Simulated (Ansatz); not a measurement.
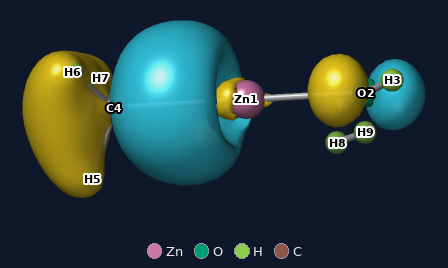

The picture shows: CH4OZn···H2. The HOMO at ±0.15 Å⁻³ᐟ² (yellow and cyan are the two phases), seen from one side.

Not at a stationary point (largest force 1.6 eV/Å).

Level of theory: RHF/def2-SVP (Ansatz).

```yaml
atoms:
  - { symbol: Zn, position_ang: [-0.2383, -0.0485, 0.0439] }
  - { symbol: O, position_ang: [-0.3005, -0.0821, 1.8352] }
  - { symbol: H, position_ang: [-1.0810, -0.2153, 2.3457] }
  - { symbol: C, position_ang: [-0.1202, -0.0092, -1.9339] }
  - { symbol: H, position_ang: [0.2197, -0.9722, -2.3228] }
  - { symbol: H, position_ang: [-1.0845, 0.2145, -2.3959] }
  - { symbol: H, position_ang: [0.5909, 0.7532, -2.2615] }
  - { symbol: H, position_ang: [2.3696, 0.2094, 0.9492] }
  - { symbol: H, position_ang: [1.8698, 0.1459, 1.4536] }
```

Q: Describe this orbital and give its energy.

A: Its weight (Hirshfeld) is mainly on C4 (about 50 %), Zn1 (about 25 %) and O2 (about 10 %). Its energy is −10.74 eV.
